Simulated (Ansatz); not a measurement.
Starting cell, BN (wurtzite):

```yaml
crystal:
  lattice:
    - [5.08665, 0.00000, 0.00000]
    - [-1.27166, 2.20258, 0.00000]
    - [0.00000, 0.00000, 4.20685]
  atoms:
    - { symbol: B, position: [0.33333, 0.33333, 0.99990] }
    - { symbol: B, position: [0.83333, 0.33333, 0.99990] }
    - { symbol: B, position: [0.16667, 0.66667, 0.49990] }
    - { symbol: B, position: [0.66667, 0.66667, 0.49990] }
    - { symbol: N, position: [0.33333, 0.33333, 0.62530] }
    - { symbol: N, position: [0.83333, 0.33333, 0.62530] }
    - { symbol: N, position: [0.16667, 0.66667, 0.12530] }
    - { symbol: N, position: [0.66667, 0.66667, 0.12530] }
```

The atoms are displaced by Q × the pattern below (from a DFPT mode at M = (0.5, 0.0, 0.0), largest move 1; Q in Å), at fixed cell. (q is in reciprocal vectors of the primitive cell; the cell shown is doubled to hold the pattern.)

```json
[
 {"atom": "B1", "x": "-0.327", "y": "-0.189", "z": "-0.649"},
 {"atom": "B2", "x": "0.327", "y": "0.189", "z": "0.649"},
 {"atom": "B3", "x": "0.327", "y": "0.189", "z": "-0.649"},
 {"atom": "B4", "x": "-0.327", "y": "-0.189", "z": "0.649"},
 {"atom": "N5", "x": "-0.712", "y": "-0.411", "z": "0.569"},
 {"atom": "N6", "x": "0.712", "y": "0.411", "z": "-0.569"},
 {"atom": "N7", "x": "0.712", "y": "0.411", "z": "0.569"},
 {"atom": "N8", "x": "-0.712", "y": "-0.411", "z": "-0.569"}
]
```

All values below come from r2SCAN (plane waves to 500 eV, PAW, scalar-relativistic; Ansatz, a first-principles code). k mesh 15×15×8 (Γ-centred), Fermi-Dirac smearing 0.05 eV. E stands for the smeared free energy. BN was relaxed with its symmetry unable to fall. The PAW data are Ansatz's earlier set. ΔE is measured from the undisplaced structure.

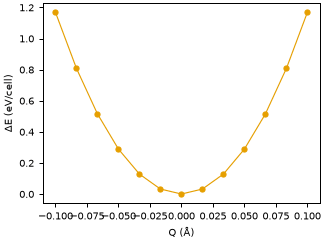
Figure: ΔE (eV/cell) against Q (Å); markers are the computed points, lines only join them.

The energy at Q = 0.100 Å comes out as 1168 meV/cell. Harmonic wavenumber from the curvature (finite differences): 882 cm⁻¹. Shape of the curve: a single well with its minimum at or next to zero displacement. Space group of the distorted cell: Pmn2_1 (No. 31), lowered from P6_3mc. Wavenumber by perturbation theory (DFPT, on another k mesh): 882 cm⁻¹.

E″ = 230.27 eV/Å², M = Σ mᵢ|uᵢ|² = 80.4 u, ν̃ = 521.5·√(|E″|/M).

(A displaced cell: forces are minus the slopes of the energy, force constants its curvatures, and phonons follow from these.)
